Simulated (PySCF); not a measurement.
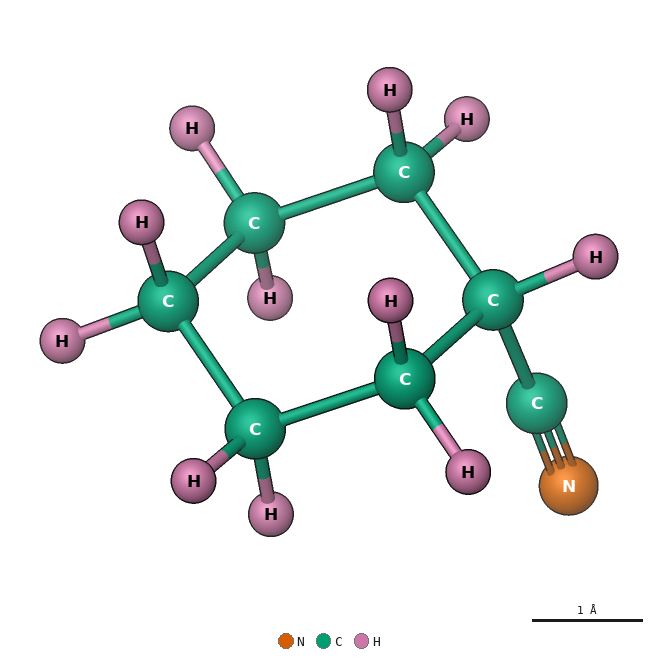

A ball-and-stick model of a molecule. Multiple sticks mark multiple bonds (one Kekulé form).

The computed structure is the end point of a PBE0-D3(BJ)/def2-SVP optimisation. No frequency run is at hand to confirm it as a minimum.

Describe the molecule.

It has 19 atoms: 7 carbon, 11 hydrogen and 1 nitrogen (C₇H₁₁N). As SMILES it reads `N#CC1CCCCC1`. Independent rings (smallest set): 1 of 6 members. Among its groups: nitrile. The point group is Cs. Coordination: 1 C linear; 6 C tetrahedral.

The parts below concern this one geometry. Atoms keep their numbers from picture to picture.

### Electronic properties

No frequency run is at hand to confirm it as a minimum. Level of theory: PBE0/def2-SVP, gas phase (PySCF 2.14.0).

Predict the main results.

- dipole moment: 3.87 D
- HOMO energy (Kohn–Sham orbital): −8.76 eV
- LUMO energy (Kohn–Sham orbital): 0.92 eV
- HOMO–LUMO gap: 9.68 eV

### NMR shielding

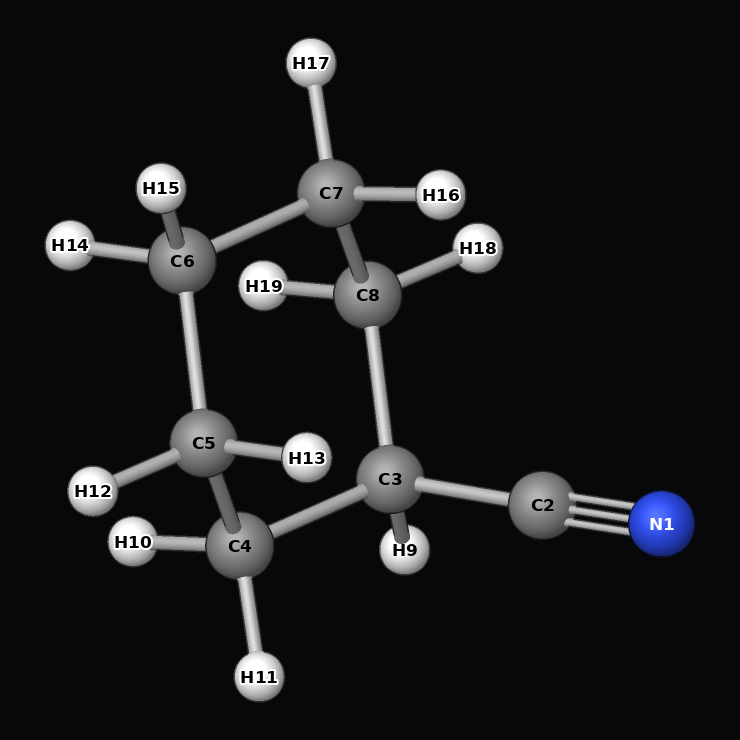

The questions are on isotropic NMR shieldings of the C atoms. No frequency run is at hand to confirm it as a minimum. Properties computed with GIAO PBE0/pcSseg-0 NMR shielding, non-relativistic, gas phase (PySCF 2.14.0).

Give the isotropic NMR shieldings of the C atoms atom by atom.

| atom | σ (ppm) |
| --- | --- |
| C2 | 56.0 |
| C3 | 164.6 |
| C4 | 162.9 |
| C5 | 170.7 |
| C6 | 167.4 |
| C7 | 170.7 |
| C8 | 162.8 |

### Charges

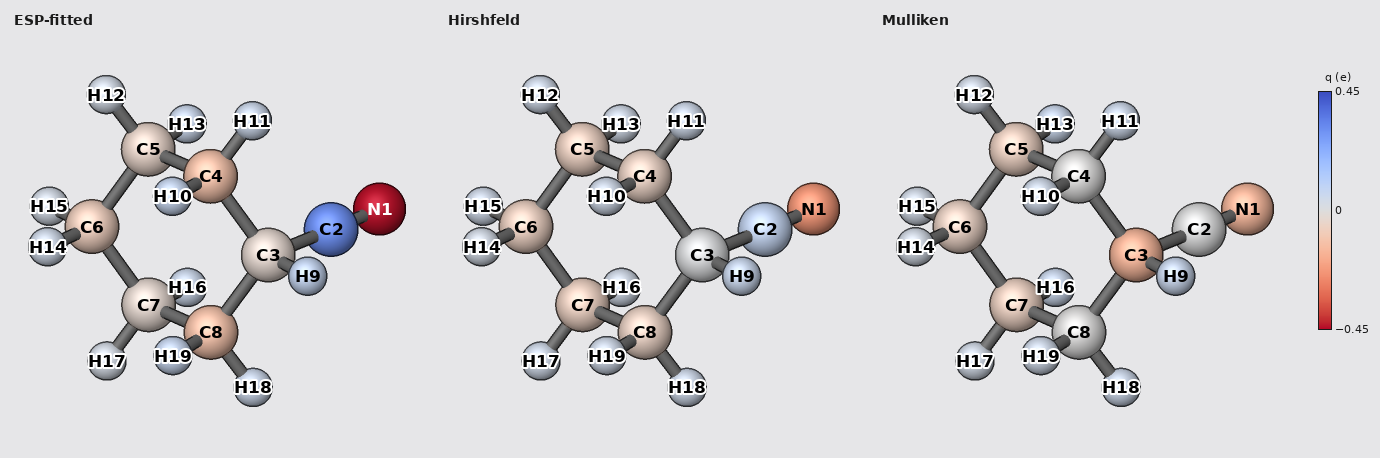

Atomic charges of one calculation by 3 schemes, on one colour scale. No frequency run is at hand to confirm it as a minimum. Level of theory: PBE0/cc-pVDZ (PySCF 2.14.0).

> Which scheme gives the most polar picture (largest mean size of the charges)?

The ESP-fitted charges are the largest in size here, and the Mulliken charges the smallest.

> On which atom do the schemes disagree most?

On N1 (from −0.44 to −0.15 e); C2 (from 0.00 to 0.30 e).

List the charges (e), one line for each set of equivalent atoms.

```json
{"atom": "N1", "ESP-fitted": "−0.44", "Hirshfeld": "−0.23", "Mulliken": "−0.15"}
{"atom": "C2", "ESP-fitted": "0.30", "Hirshfeld": "0.08", "Mulliken": "0.00"}
{"atom": "C3", "ESP-fitted": "−0.03", "Hirshfeld": "0.01", "Mulliken": "−0.15"}
{"atom": "C4, C8", "ESP-fitted": "−0.11", "Hirshfeld": "−0.06", "Mulliken": "0.00"}
{"atom": "C5, C7", "ESP-fitted": "−0.04", "Hirshfeld": "−0.06", "Mulliken": "−0.06"}
{"atom": "C6", "ESP-fitted": "−0.07", "Hirshfeld": "−0.06", "Mulliken": "−0.05"}
{"atom": "H9", "ESP-fitted": "0.07", "Hirshfeld": "0.06", "Mulliken": "0.06"}
{"atom": "H10, H19", "ESP-fitted": "0.07", "Hirshfeld": "0.04", "Mulliken": "0.04"}
{"atom": "H11, H18", "ESP-fitted": "0.05", "Hirshfeld": "0.04", "Mulliken": "0.05"}
{"atom": "H12, H17", "ESP-fitted": "0.03", "Hirshfeld": "0.04", "Mulliken": "0.04"}
{"atom": "H13, H16", "ESP-fitted": "0.05", "Hirshfeld": "0.04", "Mulliken": "0.05"}
{"atom": "H14", "ESP-fitted": "0.04", "Hirshfeld": "0.03", "Mulliken": "0.03"}
{"atom": "H15", "ESP-fitted": "0.03", "Hirshfeld": "0.04", "Mulliken": "0.03"}
```

Mulliken values depend strongly on the basis set and can even reverse the polarity of a bond.
